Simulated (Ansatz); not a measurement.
# SrZrO3: pressure series

The reference is SrZrO3 (space group P4mm, No. 99; a = 4.111 Å, c = 4.192 Å; a cell from a computed database, its experimental status unchecked).

Cell and atoms are relaxed at each pressure.

Level of theory: Ansatz (a program for electronic structure), PBEsol, PAW, cutoff 420 eV, no SOC.

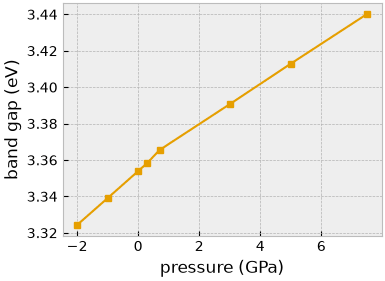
Fig. 1. Band gap against pressure

```json
[
 {"pressure (GPa)": "-2", "band gap": "3.32 eV"},
 {"pressure (GPa)": "-1", "band gap": "3.34 eV"},
 {"pressure (GPa)": "0.3", "band gap": "3.36 eV"},
 {"pressure (GPa)": "0.7", "band gap": "3.37 eV"},
 {"pressure (GPa)": "3", "band gap": "3.39 eV"},
 {"pressure (GPa)": "5", "band gap": "3.41 eV"},
 {"pressure (GPa)": "7.5", "band gap": "3.44 eV"}
]
```

Load acts through the strain it causes; cell and atoms are relaxed under it. No phonon test of stability was made. No other phases were tried under pressure.
